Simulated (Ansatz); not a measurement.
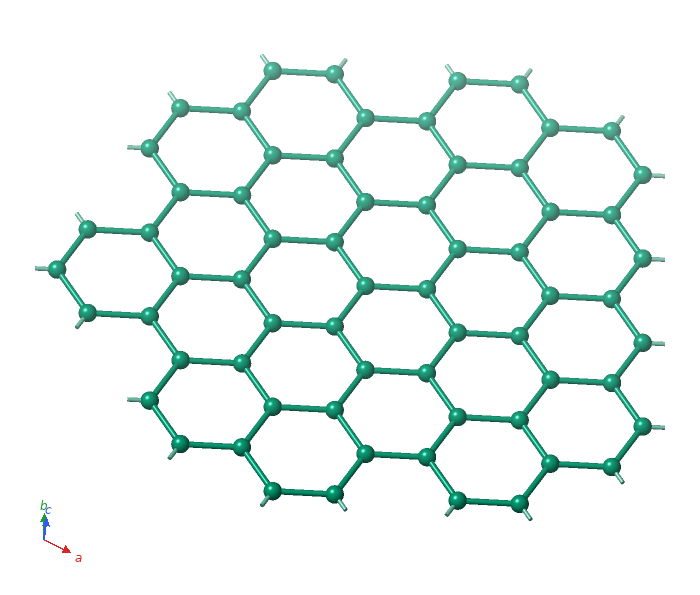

A cut-out of a periodic net derived from a crystal structure. Nodes are coloured by topological kind. One layer is drawn. Edges to nodes outside the piece are drawn as stubs.

Classify the net: periodicity, connectivity, name.

Answer. A uninodal 3-connected, two-periodic (layers) net. It is the hcb net, known from graphene.

Give point symbol and coordination sequence.

Answer. 6^3, sequence 3, 6, 9, 12.

Origin of the net. System NaC8 (space group P6/mmm, No. 191); source of the atomic positions: the end point of a relaxation with Ansatz 0.2.0, DFT PBE+D3(BJ), scalar-relativistic, plane waves, PAW; the starting structure was generated, so it need not be a known form of this composition. Bonds are taken as C–C below 1.6 Å; Na is left out of the net, as the electropositive filling of the structure. Atoms with one bond or none are removed and atoms with two bonds are replaced by edges, until no such atom is left. C is a 3-connected node.
